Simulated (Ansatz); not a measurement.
**BH5O (B(H2O)H3): B3LYP/STO-3G**

Aim: the energy change on altering one bond length of BH5O (B(H2O)H3) at B3LYP/STO-3G, from 2 runs. 

The calculation is run with Ansatz 0.2.0.

53 further runs of the same task are left out: 53 set aside as unsound or not needed.

## 1. The structure to begin with

The species is BH5O (7 atoms), meant as a singlet with charge 0. As SMILES, `[H]B([H])([H])<-O`. The shape is that of a GFN2-xTB optimisation.

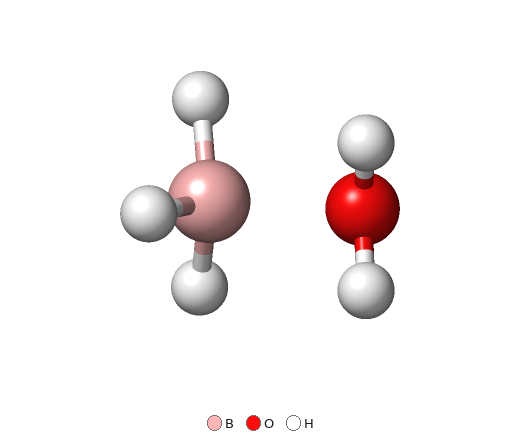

Viewed from a chosen angle; boron pink, oxygen red, hydrogen white.

## 2. A single-point energy at B3LYP/STO-3G

molecule.yaml reads:

```yaml
crystal:
  periodic: [false, false, false]
  atoms:
    - {symbol: B, position_ang: [0.067800, -0.111690, -0.668890]}
    - {symbol: O, position_ang: [0.100820, -0.146640, 1.030730]}
    - {symbol: H, position_ang: [-0.836060, -0.142600, 1.252490]}
    - {symbol: H, position_ang: [0.486320, 0.708910, 1.244780]}
    - {symbol: H, position_ang: [1.210120, -0.068530, -0.970290]}
    - {symbol: H, position_ang: [-0.544260, 0.876330, -0.930190]}
    - {symbol: H, position_ang: [-0.484730, -1.115770, -0.958620]}
basis:
  gaussian: {orbitals: STO-3G}
hamiltonian: {xc: {name: B3LYP}}
accuracy: high
```

Run with:

```bash
$ ansatz run molecule.yaml --threads 1 --pin off --max-ram 2610MiB --events-out events.jsonl --progress --plain --runs-dir runs
```

The program printed:

```text
Warning: RAYON_NUM_THREADS=1 ignored (pool sized by the plan → 1); use --threads N
Functional definition: B3LYP
  name "B3LYP"
  parameter a0 = 0.2
  parameter ax = 0.72
  parameter ac = 0.81
  exchange = (1 - a0 - ax)*slater_x + ax*b88_x + a0*exact_x
  correlation = (1 - ac)*vwn_rpa_c + ac*lyp_c
251 factors; integrals over basis functions are off by at most 5.0e-8 eV
mean field evaluation 1: about -2766.7117 eV, gradient 9.9e0 eV
mean field evaluation 2: about -2767.1550 eV, gradient 4.5e0 eV
mean field evaluation 4: about -2767.2114 eV, gradient 6.0e-2 eV
mean field evaluation 8: about -2767.1780 eV, gradient 2.6e-3 eV
mean field evaluation 16: about -2767.1780 eV, gradient 2.4e-8 eV
mean field -2767.17802396 eV, -101.6919167199 hartree, gradient 2.4e-8 eV, S^2 0.000000; 0 other end points of the search recorded, 0 dependent functions left out
reference -2767.17805047 eV, -101.6919176943 hartree; 9, 9 occupied and 6, 6 virtual orbitals, 251 factors
Total energy: -2767.17805047 eV, -101.6919176943 hartree
```

It took 0.84 s on 1 thread of Arm Neoverse V2, shared host; peak memory 0.092 GiB.

## 3. The distorted shape at the same level

molecule.yaml reads:

```yaml
crystal:
  periodic: [false, false, false]
  atoms:
    - {symbol: B, position_ang: [-0.028568, -0.325563, -0.722399]}
    - {symbol: O, position_ang: [0.004452, -0.360513, 0.977221]}
    - {symbol: H, position_ang: [-0.932428, -0.356473, 1.198981]}
    - {symbol: H, position_ang: [0.486320, 0.708910, 1.244780]}
    - {symbol: H, position_ang: [1.113752, -0.282403, -1.023799]}
    - {symbol: H, position_ang: [-0.640628, 0.662457, -0.983699]}
    - {symbol: H, position_ang: [-0.581098, -1.329643, -1.012129]}
basis:
  gaussian:
    orbitals: STO-3G
hamiltonian:
  xc: {name: B3LYP}
accuracy: high
```

Run with:

```bash
$ ansatz run molecule.yaml --threads 1 --pin off --max-ram 2610MiB --events-out events.jsonl --progress --plain --runs-dir runs
```

The program printed, cut to the lines that bear on the results:

```text
Warning: RAYON_NUM_THREADS=1 ignored (pool sized by the plan → 1); use --threads N
[... 7 set-up lines as earlier in the session ...]
251 factors; integrals over basis functions are off by at most 5.0e-8 eV
mean field evaluation 1: about -2766.0972 eV, gradient 1.0e1 eV
mean field evaluation 2: about -2766.5733 eV, gradient 4.8e0 eV
mean field evaluation 4: about -2766.6417 eV, gradient 1.2e-1 eV
mean field evaluation 8: about -2766.5964 eV, gradient 1.2e-2 eV
mean field evaluation 16: about -2766.5964 eV, gradient 1.0e-8 eV
mean field -2766.59635073 eV, -101.6705406228 hartree, gradient 2.7e-8 eV, S^2 0.000000; 0 other end points of the search recorded, 0 dependent functions left out
reference -2766.59637733 eV, -101.6705416007 hartree; 9, 9 occupied and 6, 6 virtual orbitals, 251 factors
Total energy: -2766.59637733 eV, -101.6705416007 hartree
```

It took 0.84 s on 1 thread of Arm Neoverse V2, shared host; peak memory 0.092 GiB.

## 4. What came out

At B3LYP/STO-3G:

```
                                                         quantity          value
                                        first shape: total energy  -101.69192 Eh
                                    distorted shape: total energy  -101.67054 Eh
energy change with the O2–H4 bond stretched from 0.962 to 1.203 Å       0.582 eV
```

With the O2–H4 bond stretched from 0.962 to 1.203 Å the energy rises by 0.58 eV (56.1 kJ/mol). The first shape isn't relaxed at this level, so the change isn't measured from a minimum. The minimal basis adds a large error of its own.
